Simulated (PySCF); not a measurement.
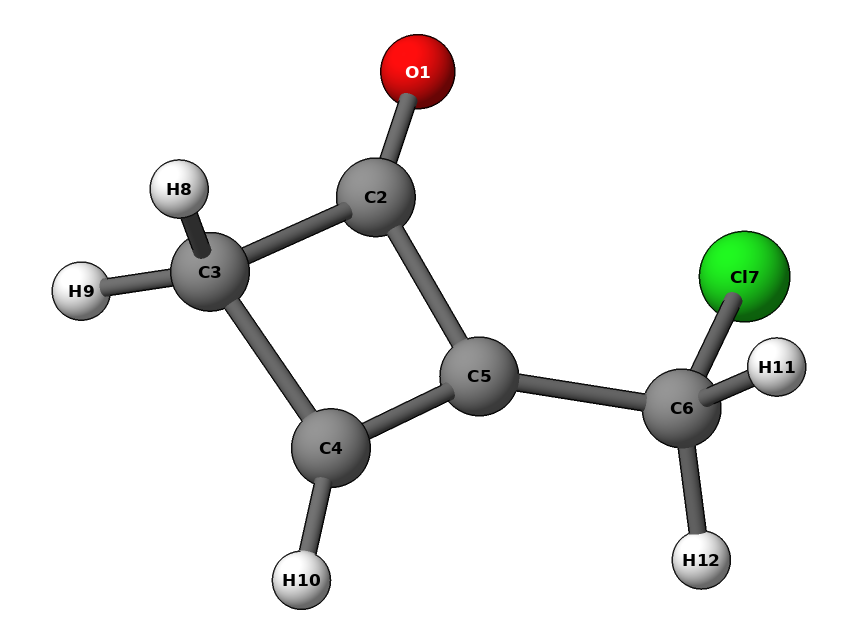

The questions are on Mulliken spin populations. The species has charge +1 and is a spin doublet. The geometry was computed by an optimisation with GFN2-xTB. No frequency run is at hand to confirm it as a minimum. Level of theory: UKS B3LYP, pcH-1 on C Cl H O, non-relativistic (PySCF 2.14.0).

List the Mulliken spin populations.

```tsv
atom	value (e)
O1	0.47
C2	−0.05
C3	0.14
C4	−0.02
C5	0.16
C6	0.01
Cl7	0.23
H8	0.00
H9	0.02
H10	0.00
H11	0.00
H12	0.04
```

The run warned: orbitally degenerate or nearly so: second-order g, spin-orbit hyperfine and D do not apply.

Mulliken values depend strongly on the basis set.
